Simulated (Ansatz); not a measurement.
CH₂BS (charge +1): geometry relaxation

- system: CH₂BS, charge +1
- method: RKS r2SCAN-D4/def2-SVP (Ansatz 0.2.0)

Figures and captions count atoms from 1; the log counts them from 0 in places.

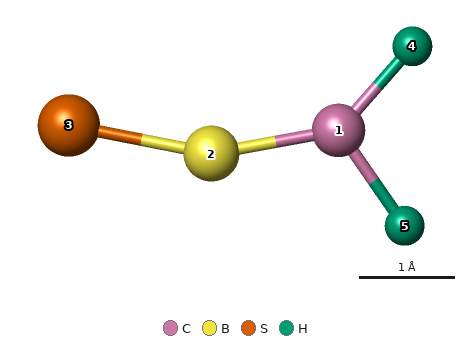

*The starting structure (ball-and-stick view, seen on its broad side; atoms are numbered from 1 in the order of the input).*

Input
```yaml
crystal:
  periodic: [false, false, false]
  atoms:
    - {symbol: C, position_ang: [-0.307910, 0.474830, -0.223153]}
    - {symbol: B, position_ang: [0.368413, -0.636001, 0.178180]}
    - {symbol: S, position_ang: [1.171526, -1.545111, 1.116650]}
    - {symbol: H, position_ang: [-0.418706, 1.623307, 0.016334]}
    - {symbol: H, position_ang: [-1.073772, 0.291977, -1.162379]}
basis:
  gaussian: {orbitals: def2-SVP}
total_charge: 1
hamiltonian: {xc: r2scan, dispersion: d4}
relax: {f_tol: 0.2, max_steps: 5, max_displacement: 0.5}
```

Command:
```bash
ansatz run in.yaml --threads 1 --pin off --events-out ev --progress --plain --max-ram 4352MiB
```

What the program printed
```
Functional definition: r2SCAN
  name "r2SCAN"
  cite "Furness, Kaplan, Ning, Perdew & Sun, J. Phys. Chem. Lett. 11, 8208 (2020) doi:10.1021/acs.jpclett.0c02405"
  cite "Furness, Kaplan, Ning, Perdew & Sun, J. Phys. Chem. Lett. 11, 9248 (2020) doi:10.1021/acs.jpclett.0c03077"
  parent r2scan
  parameter k0 = 0.174
  parameter k1 = 0.065
  parameter a1 = 4.9479
  exchange = r2scan_x(k0 = k0, k1 = k1, a1 = a1)
  correlation = r2scan_c
633 factors; their error is unknown
mean field evaluation 1: about -12550.3565 eV, gradient 6.4e1 eV
mean field evaluation 2: about -12522.0218 eV, gradient 1.1e2 eV
mean field evaluation 4: about -12562.7238 eV, gradient 1.3e1 eV
mean field evaluation 8: about -12563.2747 eV, gradient 1.4e-1 eV
mean field evaluation 16: about -12563.2415 eV, gradient 1.9e-4 eV
mean field -12563.24153809 eV, -461.6906108539 hartree, gradient 5.7e-6 eV, S^2 0.000000; 1 other end points of the search recorded, 0 dependent functions left out
the calculation of the forces begins
reference -12563.24154521 eV, -461.6906111156 hartree; 14, 14 occupied and 42, 42 virtual orbitals, 633 factors
relax step   1: F+E_penalty+E_count = -12563.25731448 eV  Δ(F+E_penalty+E_count) = +0.000e0 eV  max|allowed force component| = 5.690e0 eV/Å  Δτ_max = 0.0000 Å  (40 SCF iters, accepted)
these checks for a lower state are left out or cut short: starts, cluster_reference, orbital_swaps, neighbouring_geometries, increment
633 factors; their error is unknown
mean field -12564.08597278 eV, -461.7216432564 hartree, gradient 1.3e-5 eV, S^2 0.000000; 0 other end points of the search recorded, 0 dependent functions left out
the calculation of the forces begins
reference -12564.08597979 eV, -461.7216435138 hartree; 14, 14 occupied and 42, 42 virtual orbitals, 633 factors
relax step   2: F+E_penalty+E_count = -12564.10165819 eV  Δ(F+E_penalty+E_count) = -8.443e-1 eV  max|allowed force component| = 2.553e0 eV/Å  Δτ_max = 0.0955 Å  (30 SCF iters, accepted)
these checks for a lower state are left out or cut short: starts, cluster_reference, orbital_swaps, neighbouring_geometries, increment
633 factors; their error is unknown
mean field evaluation 32: about -12564.1361 eV, gradient 2.9e-3 eV
mean field -12564.10307421 eV, -461.7222717224 hartree, gradient 2.4e-5 eV, S^2 0.000000; 0 other end points of the search recorded, 0 dependent functions left out
the calculation of the forces begins
reference -12564.10308124 eV, -461.7222719805 hartree; 14, 14 occupied and 42, 42 virtual orbitals, 633 factors
relax step   3: F+E_penalty+E_count = -12564.11863477 eV  Δ(F+E_penalty+E_count) = -1.698e-2 eV  max|allowed force component| = 2.207e0 eV/Å  Δτ_max = 0.1959 Å  (36 SCF iters, accepted)
these checks for a lower state are left out or cut short: starts, cluster_reference, orbital_swaps, neighbouring_geometries, increment
633 factors; their error is unknown
mean field -12564.37009254 eV, -461.7320844648 hartree, gradient 2.1e-5 eV, S^2 0.000000; 0 other end points of the search recorded, 0 dependent functions left out
the calculation of the forces begins
reference -12564.37009963 eV, -461.7320847253 hartree; 14, 14 occupied and 42, 42 virtual orbitals, 633 factors
relax step   4: F+E_penalty+E_count = -12564.38566669 eV  Δ(F+E_penalty+E_count) = -2.670e-1 eV  max|allowed force component| = 2.578e-1 eV/Å  Δτ_max = 0.1310 Å  (35 SCF iters, accepted)
these checks for a lower state are left out or cut short: starts, cluster_reference, orbital_swaps, neighbouring_geometries, increment
633 factors; their error is unknown
mean field -12564.37116002 eV, -461.7321236942 hartree, gradient 2.1e-5 eV, S^2 0.000000; 0 other end points of the search recorded, 0 dependent functions left out
the calculation of the forces begins
reference -12564.37116711 eV, -461.7321239545 hartree; 14, 14 occupied and 42, 42 virtual orbitals, 633 factors
relax step   5: F+E_penalty+E_count = -12564.38673797 eV  Δ(F+E_penalty+E_count) = -1.071e-3 eV  max|allowed force component| = 9.472e-2 eV/Å  Δτ_max = 0.0101 Å  (30 SCF iters, accepted)
633 factors; their error is unknown
mean field evaluation 64: about -12564.4035 eV, gradient 8.6e-2 eV
```

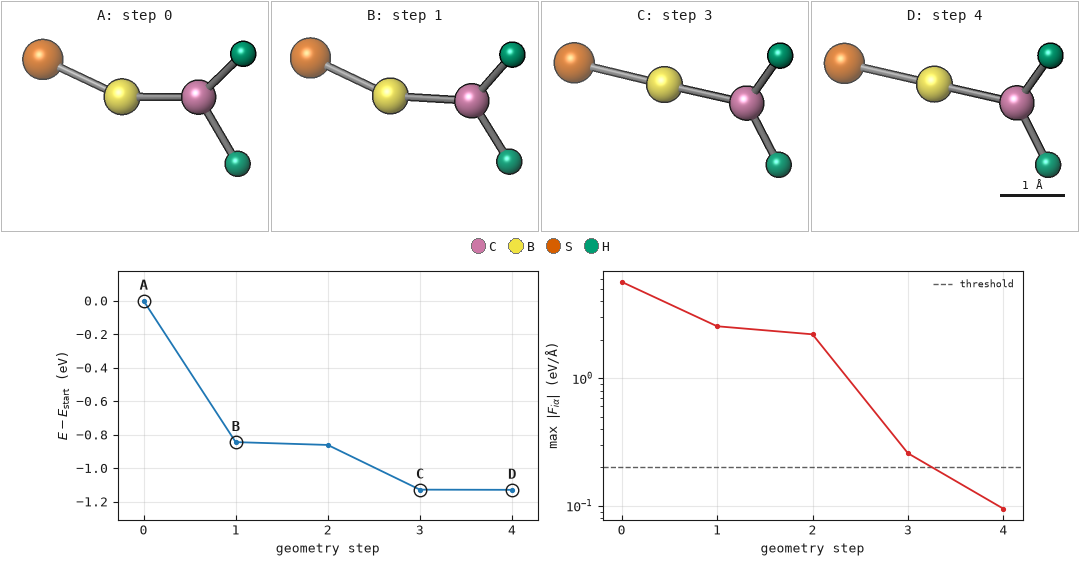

*Frames of the relaxation (ball-and-stick view, seen at a tilt) above the curves, on which the letters mark them (the first geometry is step 0 here and step 1 in the log).*

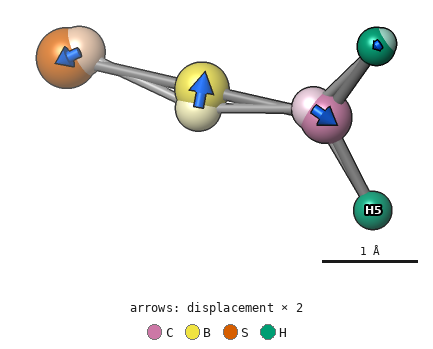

*Start (faint) and end (solid) with the displacements as blue arrows, magnified 2 times (ball-and-stick view, seen at a tilt). The two geometries are laid on each other by the best rigid fit.*

B2 moves most after the best rigid fit: 0.20 Å. Largest moves by element: B 0.20 Å, C 0.16 Å, S 0.15 Å, H 0.05 Å. Distances before and after: C1–B2 1.361 → 1.487 Å, C1–H5 1.226 → 1.102 Å, B2–S3 1.534 → 1.622 Å, C1–H4 1.178 → 1.102 Å. Among the angles that change: C1–B2–S3 157.6° → 179.8°, B2–C1–H4 141.5° → 122.0°, H4–C1–H5 104.0° → 116.0°. Over 4 geometry steps the energy falls by 1.129 eV. Largest force component: 5.7 eV/Å at the start, 0.095 eV/Å at the end. (Atoms are counted from 1 in the order of the input.)

```
mean field -12564.37116002 eV, -461.7321236942 hartree, gradient 2.1e-5 eV, S^2 0.000000; 2 other end points of the search recorded, 0 dependent functions left out
the calculation of the forces begins
reference -12564.37116711 eV, -461.7321239545 hartree; 14, 14 occupied and 42, 42 virtual orbitals, 633 factors
Total energy: -12564.38674505 eV, -461.7326964335 hartree
Atom 0 at    -0.418962     0.528269    -0.329426 Å, force     0.030845    -0.043048     0.023527 eV/Å
Atom 1 at     0.375543    -0.528858     0.351642 Å, force    -0.065726     0.094723    -0.053946 eV/Å
Atom 2 at     1.244229    -1.677702     1.097022 Å, force     0.056277    -0.078322     0.047415 eV/Å
Atom 3 at    -0.387315     1.581038    -0.006849 Å, force    -0.007047     0.019750    -0.002318 eV/Å
Atom 4 at    -1.073943     0.306255    -1.186757 Å, force    -0.014349     0.006897    -0.014678 eV/Å
Dipole moment:    -0.534453     0.708926    -0.458385 e Å
```

Trajectory as extended XYZ (Å, eV, eV/Å), 5 frames, from step=1 to step=5
```
5
Properties=species:S:1:pos:R:3:forces:R:3 step=1 energy=-12563.25731
C    -0.3079    0.4748   -0.2232   -5.4872   5.6903  -4.7818
B     0.3684   -0.6360    0.1782    0.6336  -0.2473  -0.2555
S     1.1715   -1.5451    1.1166    2.6112  -3.5714   2.8582
H    -0.4187    1.6233    0.0163    0.6890  -2.2190   0.1098
H    -1.0738    0.2920   -1.1624    1.5534   0.3474   2.0692
5
Properties=species:S:1:pos:R:3:forces:R:3 step=2 energy=-12564.10166
C    -0.3315    0.5179   -0.3050   -2.5527   1.1508  -1.9312
B     0.4106   -0.6208    0.1764    0.3552   0.8868   0.1090
S     1.1807   -1.5914    1.1635    0.8970  -1.5638   1.0202
H    -0.4290    1.5851    0.0231    0.6003  -0.6780   0.1384
H    -1.0912    0.3182   -1.1323    0.7002   0.2041   0.6636
5
Properties=species:S:1:pos:R:3:forces:R:3 step=3 energy=-12564.11864
C    -0.5203    0.5005   -0.2560    2.2069   0.0125  -1.2038
B     0.4234   -0.5813    0.2348   -0.8658   0.5052   0.8667
S     1.2484   -1.6462    1.1661   -0.1224   0.1660  -0.4424
H    -0.3533    1.5775   -0.0162   -0.4743  -0.4881   0.5339
H    -1.0587    0.3586   -1.2031   -0.7444  -0.1956   0.2456
5
Properties=species:S:1:pos:R:3:forces:R:3 step=4 energy=-12564.38567
C    -0.4189    0.5235   -0.3304   -0.1014   0.1531  -0.1037
B     0.3741   -0.5298    0.3447    0.1948  -0.2578   0.1804
S     1.2483   -1.6759    1.1049   -0.1146   0.1412  -0.1057
H    -0.3852    1.5763   -0.0044    0.0012  -0.0162   0.0036
H    -1.0787    0.3149   -1.1891    0.0200  -0.0204   0.0254
5
Properties=species:S:1:pos:R:3:forces:R:3 step=5 energy=-12564.38674
C    -0.4190    0.5283   -0.3294    0.0308  -0.0430   0.0235
B     0.3755   -0.5289    0.3516   -0.0657   0.0947  -0.0539
S     1.2442   -1.6777    1.0970    0.0563  -0.0783   0.0474
H    -0.3873    1.5810   -0.0068   -0.0070   0.0198  -0.0023
H    -1.0739    0.3063   -1.1868   -0.0143   0.0069  -0.0147
```

Summary

| quantity | value |
| --- | --- |
| outcome | converged |
| total energy | −12564.3867 eV |
| mean-field energy | −12564.3712 eV |
| dispersion energy | −0.0156 eV |
| SCF solution under orbital rotations | stable |
| largest force (length of the vector) at the end | 0.127 eV/Å |
| hardware | 1 CPU thread, shared host |
| wall time | 9 s |
| peak memory | 0.16 GiB |
